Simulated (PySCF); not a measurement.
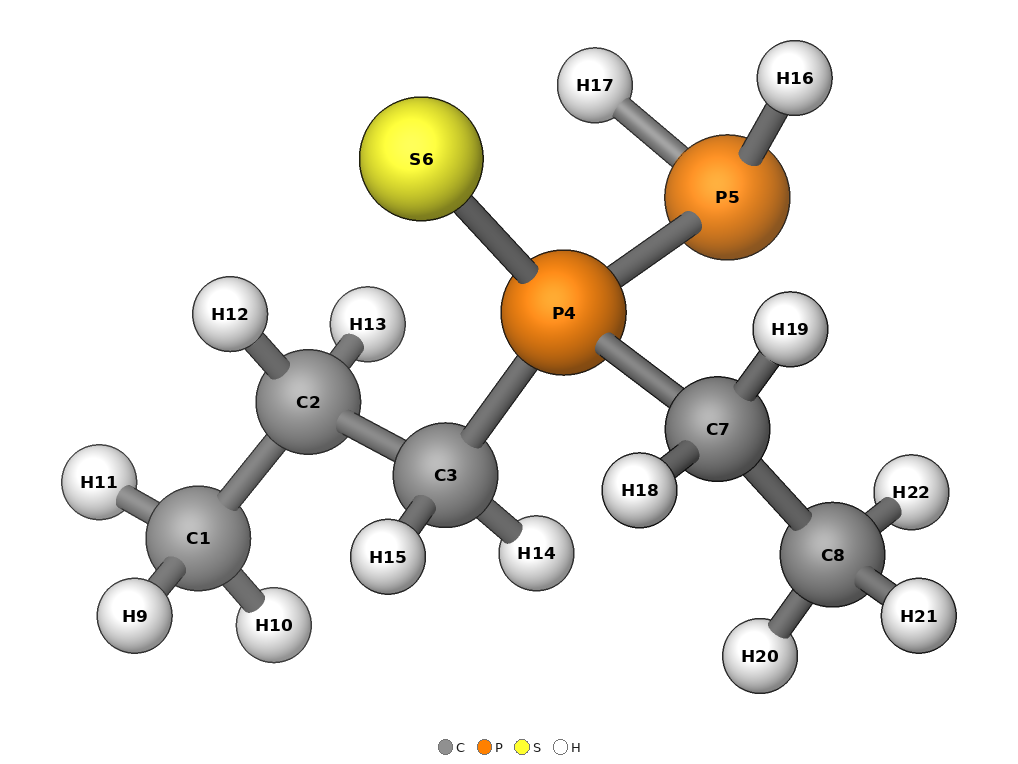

The computed structure is the end point of a PBE0-D3(BJ)/def2-SVP optimisation. No frequency run is at hand to confirm it as a minimum. Level of theory: delta-SCF UKS SCAN, pcX-2 on the ionised atom, pcseg-1 elsewhere, spin-free X2C (PySCF 2.14.0).

Give the core-electron binding energies (to vacuum; p and d levels without spin–orbit splitting) of C1 1s, C2 1s, C3 1s, P4 1s, P4 2p, P5 1s, P5 2p, S6 1s, S6 2p, C7 1s, C8 1s.

| atom | level | binding energy (eV) |
| --- | --- | --- |
| C1 | 1s | 290.7 |
| C2 | 1s | 290.8 |
| C3 | 1s | 290.7 |
| P4 | 1s | 2151.2 |
| P4 | 2p | 137.7 |
| P5 | 1s | 2149.9 |
| P5 | 2p | 136.7 |
| S6 | 1s | 2474.9 |
| S6 | 2p | 167.4 |
| C7 | 1s | 290.8 |
| C8 | 1s | 291.0 |
